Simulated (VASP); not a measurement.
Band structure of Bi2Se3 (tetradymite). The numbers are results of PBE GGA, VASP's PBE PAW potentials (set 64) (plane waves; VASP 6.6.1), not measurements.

Without a dispersion term in the relaxation, distances and binding between the weakly bound layers, chains or molecules are unreliable, and so is what depends on them. Unless said otherwise, spin-orbit coupling is left out, though it shifts the bands of the heavy elements here.

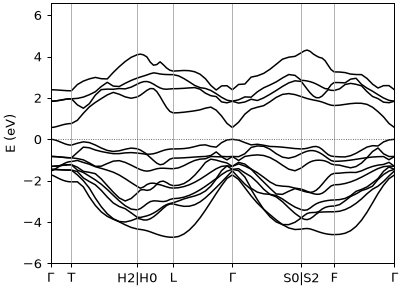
Bands along high-symmetry lines, zero at the valence-band maximum or, without a gap, the Fermi level

Q: Read the plot: is there a gap, and where are the band edges?

A: The gap is direct, 0.57 eV, from the valence maximum at Γ to the conduction minimum at Γ. (Edges off the drawn lines would not show.)

Measured: gap 0.30 eV (computed value off by +0.27 eV), as given by Sudong Park et al., Journal of the Korean Physical Society (2016), arXiv:1610.06451.

The compound is Bi2Se3 in the tetradymite structure. It was relaxed first, which changed the volume by +9 %.
